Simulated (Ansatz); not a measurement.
# r2SCAN/aug-cc-pVDZ run of CH2F2 (difluoromethane)

Aim: the vertical electron affinity of CH2F2 (difluoromethane) at r2SCAN/aug-cc-pVDZ, from 2 runs. 

Program for the calculation: Ansatz 0.2.0.

55 further runs of the same task are left out: 55 set aside as unsound or not needed.

## (1) Starting point

CH2F2: 5 atoms, total charge 0, spin state singlet. As SMILES, `FCF`. Geometry: relaxed at PBE0-D4/def2-TZVP.

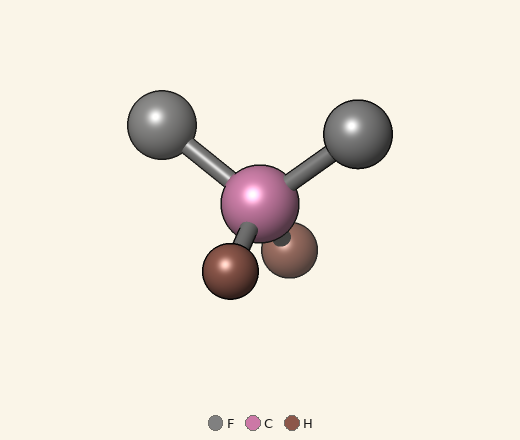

The structure, seen from a chosen angle (fluorine grey, carbon pink, hydrogen brown).

## (2) The energy at r2SCAN/aug-cc-pVDZ

input.yaml

```yaml
crystal:
  periodic: [false, false, false]
  atoms:
    - {symbol: F, position_ang: [-1.073300, 0.191200, 0.698300]}
    - {symbol: C, position_ang: [0.010100, -0.016900, -0.082300]}
    - {symbol: F, position_ang: [1.090500, -0.179200, 0.713200]}
    - {symbol: H, position_ang: [-0.142700, -0.932900, -0.659500]}
    - {symbol: H, position_ang: [0.165300, 0.864200, -0.711100]}
basis:
  gaussian: {orbitals: aug-cc-pVDZ}
magnetization: {spin_polarized: false, initial_magnetization: 0}
hamiltonian: {xc: {name: r2SCAN}}
accuracy: high
output: {orbitals: {seedname: orbitals}}
```

On the command line:

```bash
$ ansatz run input.yaml --threads 1 --pin off --max-ram 3480MiB --events-out events.jsonl --progress --plain --runs-dir runs
```

The program printed:

```text
Warning: RAYON_NUM_THREADS=1 ignored (pool sized by the plan → 1); use --threads N
Functional definition: r2SCAN
  name "r2SCAN"
  parameter k0 = 0.174
  parameter k1 = 0.065
  parameter a1 = 4.9479
  exchange = r2scan_x(k0 = k0, k1 = k1, a1 = a1)
  correlation = r2scan_c
1767 factors; integrals over basis functions are off by at most 3.2e-9 eV
mean field evaluation 1: about -6499.3358 eV, gradient 3.0e1 eV
mean field evaluation 2: about -6498.9832 eV, gradient 3.5e1 eV
mean field evaluation 4: about -6501.0242 eV, gradient 1.6e0 eV
mean field evaluation 8: about -6501.0312 eV, gradient 2.9e-2 eV
mean field evaluation 16: about -6501.0312 eV, gradient 9.9e-7 eV
mean field -6501.03117913 eV, -238.9084892759 hartree, gradient 9.6e-8 eV, S^2 0.000000; 0 other end points of the search recorded, 0 dependent functions left out
reference -6501.03118024 eV, -238.9084893165 hartree; 13, 13 occupied and 74, 74 virtual orbitals, 1767 factors
Total energy: -6501.03118024 eV, -238.9084893165 hartree
```

It took 7.5 s on 1 thread of Arm Neoverse V1, shared host; peak memory 0.23 GiB.

## (3) The doublet anion

in.yaml

```yaml
basis:
  gaussian: {orbitals: aug-cc-pVDZ}
crystal:
  periodic: [false, false, false]
  atoms:
    - {symbol: F, position_ang: [-1.073300, 0.191200, 0.698300]}
    - {symbol: C, position_ang: [0.010100, -0.016900, -0.082300]}
    - {symbol: F, position_ang: [1.090500, -0.179200, 0.713200]}
    - {symbol: H, position_ang: [-0.142700, -0.932900, -0.659500]}
    - {symbol: H, position_ang: [0.165300, 0.864200, -0.711100]}
total_charge: -1
magnetization: {spin_polarized: true, initial_magnetization: 1}
hamiltonian: {xc: r2scan}
accuracy: high
output: {orbitals: {seedname: orbitals}}
```

On the command line:

```bash
$ ansatz run in.yaml --threads 1 --pin off --max-ram 3480MiB --events-out events.jsonl --progress --plain --runs-dir runs
```

The program printed:

```text
Warning: RAYON_NUM_THREADS=1 ignored (pool sized by the plan → 1); use --threads N
Functional definition: r2SCAN
  name "r2SCAN"
  parameter k0 = 0.174
  parameter k1 = 0.065
  parameter a1 = 4.9479
  exchange = r2scan_x(k0 = k0, k1 = k1, a1 = a1)
  correlation = r2scan_c
1767 factors; integrals over basis functions are off by at most 3.2e-9 eV
mean field evaluation 1: about -6496.8381 eV, gradient 3.1e1 eV
mean field evaluation 2: about -6493.4727 eV, gradient 4.7e1 eV
mean field evaluation 4: about -6500.3489 eV, gradient 1.8e0 eV
mean field evaluation 8: about -6500.3597 eV, gradient 4.6e-2 eV
mean field evaluation 16: about -6500.3597 eV, gradient 1.3e-4 eV
mean field evaluation 32: about -6499.9758 eV, gradient 1.5e-7 eV
mean field -6500.35973643 eV, -238.8838142119 hartree, gradient 8.9e-8 eV, S^2 0.750107; 1 other end points of the search recorded, 0 dependent functions left out
reference -6500.35975184 eV, -238.8838147781 hartree; 14, 13 occupied and 73, 74 virtual orbitals, 1767 factors
Total energy: -6500.35975184 eV, -238.8838147781 hartree
```

It took 27 s on 1 thread of Arm Neoverse V1, shared host; peak memory 0.35 GiB.

## (4) What came out

At r2SCAN/aug-cc-pVDZ:

| quantity | value |
| --- | --- |
| singlet CH2F2: total energy | -238.90849 Eh |
| singlet CH2F2: HOMO energy | -8.51 eV |
| singlet CH2F2: LUMO energy | 0.28 eV |
| singlet CH2F2: HOMO–LUMO gap | 8.79 eV |
| doublet anion: total energy | -238.88381 Eh |
| doublet anion: HOMO energy (highest over α and β) | 1.90 eV |
| doublet anion: LUMO energy (lowest over α and β) | 2.36 eV |
| doublet anion: ⟨S²⟩ | 0.750 |
| vertical electron affinity (to the doublet anion) | -0.671 eV |

In words: The anion lies 0.67 eV (15.5 kcal/mol) above the neutral: the electron isn't bound at this level, and such a value depends on the basis. The HOMO (doublet anion) lies at positive energy, 1.90 eV, as semi-local functionals often give for anions; only total energies tell whether the electron is bound.
